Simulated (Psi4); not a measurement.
# UB3LYP/6-31G(d) (Cartesian functions) run of Si2NH5F (SMILES F[SiH2]N[SiH2])

What is the vertical doublet–quartet gap of Si2NH5F at UB3LYP/6-31G* (Cartesian functions)? 

Program for the calculation: Psi4 1.11.

2 further runs of the same task are left out: 2 set aside as unsound or not needed. Runs told in other sessions of the task aren't counted.

## (1) The molecule

Si2NH5F: 9 atoms, total charge 0, spin state doublet. As SMILES, `F[SiH2]N[SiH2]`. The shape is that of a PBE0-D4/def2-TZVP optimisation. This is one conformer, not always the lowest.

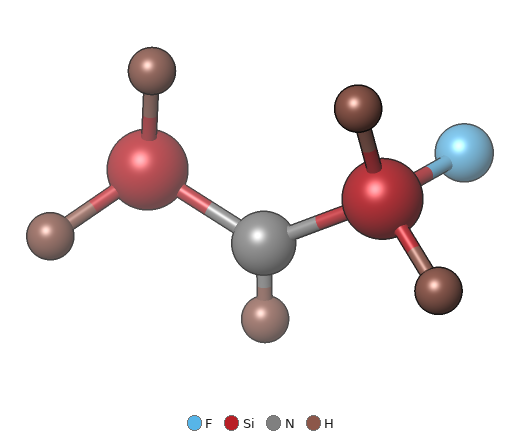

The structure, seen from a chosen angle (fluorine blue, silicon red, nitrogen grey, hydrogen brown).

## (2) Energy and forces at UB3LYP/6-31G(d) (Cartesian functions)

Contents of calc.in:

```
memory 2.2 GB

molecule geom {
  0 2
  F     -1.778200     1.208900    -1.181800
  Si    -0.288000     1.123600    -0.604900
  N      0.241500    -0.491400    -0.403000
  Si     0.023600    -1.533600     0.967900
  H      0.576300     1.799100    -1.598800
  H     -0.302800     1.779800     0.718800
  H      0.600400    -0.942200    -1.234500
  H     -0.246300    -0.650000     2.136200
  H      1.261800    -2.340700     1.182700
  symmetry c1
}

set {
  reference uks
  puream false
  e_convergence 1e-09
  d_convergence 1e-08
  scf_type pk
  dft_radial_points 99
  dft_spherical_points 590
  maxiter 100
}

energy_value, wavefunction = gradient("b3lyp/6-31G*", return_wfn=True)
```

Run with:

```
$ psi4 calc.in calc.out -n 1
```

calc.out, shortened:

```text
[...]
  Running in c1 symmetry.
[...]
  Nuclear repulsion =  217.045251544568430
[...]
  Multiplicity = 2
[...]
  Nalpha       = 25
  Nbeta        = 24
[...]
    Number of basis functions: 78
[...]
   @UKS iter   1:  -736.34662121482665   -2.81271e-01   1.06623e-02 ADIIS/DIIS
[...]
   @UKS iter  13:  -736.63915695741161   -2.72848e-12   8.50552e-09 DIIS
[...]
   @S^2 Observed:                7.513535870E-01
[...]
    Orbital Energies [Eh]
    ---------------------
    Alpha Occupied:
       1A    -66.178232     2A    -66.147380     3A    -24.680907
       4A    -14.338396     5A     -5.322648     6A     -5.297036
       7A     -3.682929     8A     -3.681233     9A     -3.680113
      10A     -3.657882    11A     -3.655092    12A     -3.653783
      13A     -1.172392    14A     -0.866498    15A     -0.564051
      16A     -0.545669    17A     -0.476650    18A     -0.444219
      19A     -0.435364    20A     -0.416492    21A     -0.373982
      22A     -0.356643    23A     -0.337861    24A     -0.320761
      25A     -0.197418
    Alpha Virtual:
[...]
  @UKS Final Energy:  -736.63915695741161
   => Energetics <=
    Nuclear Repulsion Energy =            217.0452515445684298
    One-Electron Energy =               -1451.4347176747473895
    Two-Electron Energy =                 547.1149358233922158
    DFT Exchange-Correlation Energy =     -49.3646266506247855
    Empirical Dispersion Energy =           0.0000000000000000
    VV10 Nonlocal Energy =                  0.0000000000000000
    Total Energy =                       -736.6391569574116147
  UHF NO Occupations:
  HONO-2 :   23  A 1.9999220
  HONO-1 :   24  A 1.9994818
[...]
 Multipole Moments:
 ------------------------------------------------------------------------------------
     Multipole            Electronic (a.u.)      Nuclear  (a.u.)        Total (a.u.)
 ------------------------------------------------------------------------------------
 L = 1.  Multiply by 2.5417464519 to convert [e a0] to [Debye]
 Dipole X            :         -4.3085624            4.8875406            0.5789782
 Dipole Y            :          1.4345949           -1.6512751           -0.2166803
 Dipole Z            :         -3.0876881            2.9265060           -0.1611821
 Magnitude           :                                                    0.6388629
[...]
  -Total Gradient:
     Atom            X                  Y                   Z
    ------   -----------------  -----------------  -----------------
       1        0.010699738608    -0.000989170370     0.004431787244
       2       -0.003194468508    -0.008249393811    -0.001747280881
       3       -0.004042549391     0.000481956734     0.001581907545
       4        0.003074648979     0.006675239139    -0.006394418567
       5       -0.001733336909    -0.000093676271     0.000258841308
       6       -0.001390381927     0.000101483376    -0.000788244819
       7       -0.001658591444     0.002074974271     0.004091055267
       8       -0.000483101279    -0.000370600258    -0.000838759949
       9       -0.001312588882     0.000344266969    -0.000625366071
[...]
```

Run time: 23 s. Hardware: 1 thread of Intel Xeon 6975P-C (Granite Rapids), shared host; peak memory 1.2 GiB.

## (3) The quartet

Contents of input.inp:

```
memory 2200 mb

molecule system {
  0 4
  F
  Si 1 R2
  N 2 R3 1 A3
  Si 3 R4 2 A4 1 D4
  H 2 R5 1 A5 3 D5
  H 2 R6 5 A6 1 D6
  H 3 R7 2 A7 6 D7
  H 4 R8 3 A8 7 D8
  H 4 R9 8 A9 3 D9

  R2 = 1.600246
  R3 = 1.711537
  A3 = 112.39074
  R4 = 1.735808
  A4 = 128.38013
  D4 = -87.09924
  R5 = 1.480254
  A5 = 106.10212
  D5 = 119.30613
  R6 = 1.477498
  A6 = 113.87365
  D6 = -117.24676
  R7 = 1.011643
  A7 = 115.67555
  D7 = -159.48388
  R8 = 1.48947
  A8 = 106.62122
  D8 = 169.1777
  R9 = 1.493549
  A9 = 110.97708
  D9 = 119.19123
  symmetry c1
  no_reorient
  no_com
}

set globals {
  basis 6-31G*
  reference uks
  puream false
  e_convergence 1e-09
  d_convergence 1e-08
  scf_type pk
  dft_radial_points 99
  dft_spherical_points 590
  maxiter 100
}

result, w = gradient("b3lyp", return_wfn=True)
oeprop(w, "QUADRUPOLE", "WIBERG_LOWDIN_INDICES", "LOWDIN_CHARGES", title="B3LYP")
```

Run with:

```
$ psi4 -n 1 input.inp input.out
```

input.out, shortened:

```text
[...]
  Running in c1 symmetry.
[...]
  Nuclear repulsion =  217.045219290877668
[...]
  Multiplicity = 4
[...]
  Nalpha       = 26
  Nbeta        = 23
[...]
    Number of basis functions: 78
[...]
   @UKS iter   1:  -735.94282652904985    1.22523e-01   1.16627e-02 ADIIS/DIIS
[...]
   @UKS iter  19:  -736.38189248089520   -1.47793e-12   7.10965e-09 DIIS
[...]
   @S^2 Observed:                3.753919735E+00
[...]
    Orbital Energies [Eh]
    ---------------------
    Alpha Occupied:
       1A    -66.207750     2A    -66.159468     3A    -24.711925
       4A    -14.446958     5A     -5.354449     6A     -5.309909
       7A     -3.715013     8A     -3.713563     9A     -3.710626
      10A     -3.671361    11A     -3.668576    12A     -3.665780
      13A     -1.202410    14A     -0.977449    15A     -0.616756
      16A     -0.604404    17A     -0.523045    18A     -0.489535
      19A     -0.463638    20A     -0.452468    21A     -0.439073
      22A     -0.413583    23A     -0.367953    24A     -0.357245
      25A     -0.223605    26A     -0.066105
    Alpha Virtual:
[...]
  @UKS Final Energy:  -736.38189248089520
   => Energetics <=
    Nuclear Repulsion Energy =            217.0452192908776681
    One-Electron Energy =               -1449.5632954407560646
    Two-Electron Energy =                 545.4503908264641723
    DFT Exchange-Correlation Energy =     -49.3142071574809364
    Empirical Dispersion Energy =           0.0000000000000000
    VV10 Nonlocal Energy =                  0.0000000000000000
    Total Energy =                       -736.3818924808952033
  UHF NO Occupations:
  HONO-2 :   24  A 1.0000000
  HONO-1 :   25  A 1.0000000
[...]
  -Total Gradient:
     Atom            X                  Y                   Z
    ------   -----------------  -----------------  -----------------
       1       -0.000074891387     0.007332969649     0.010720500444
       2        0.000151877312    -0.080622363133     0.014417396249
       3       -0.028948335377    -0.010688503370     0.000792064499
       4        0.081434682933     0.063869748142    -0.018587154830
       5        0.001395914509     0.001577428260    -0.003128730121
       6       -0.002079765857     0.000160326876    -0.003247902339
       7       -0.046100706206     0.024526553471    -0.001891346038
       8       -0.001597751479     0.000295831891     0.003114749229
       9       -0.004166906871    -0.006478673611    -0.002236115743
[...]
```

Run time: 29 s. Hardware: 1 thread of Intel Xeon 6975P-C (Granite Rapids), shared host; peak memory 1.2 GiB.

## (4) What came out

Level: UB3LYP/6-31G* (Cartesian functions).

```
                                        quantity          value
                           doublet: total energy  -736.63916 Eh
                          doublet: dipole moment         1.62 D
     doublet: HOMO energy (highest over α and β)       -5.37 eV
      doublet: LUMO energy (lowest over α and β)       -2.43 eV
                                   doublet: ⟨S²⟩          0.751
               doublet: largest force on an atom     0.598 eV/Å
                           quartet: total energy  -736.38189 Eh
                          quartet: dipole moment         2.12 D
     quartet: HOMO energy (highest over α and β)       -1.80 eV
                                   quartet: ⟨S²⟩          3.754
               quartet: largest force on an atom     5.407 eV/Å
vertical energy of the quartet above the doublet       7.001 eV
```

In words: At this shape the quartet lies 7.00 eV (675 kJ/mol) above the doublet. The largest force (doublet) is 0.60 eV/Å: the shape isn't a stationary point for this species at this level. With no_com the log's rotational constants are taken about the origin, not the centre of mass, so they aren't the molecule's.
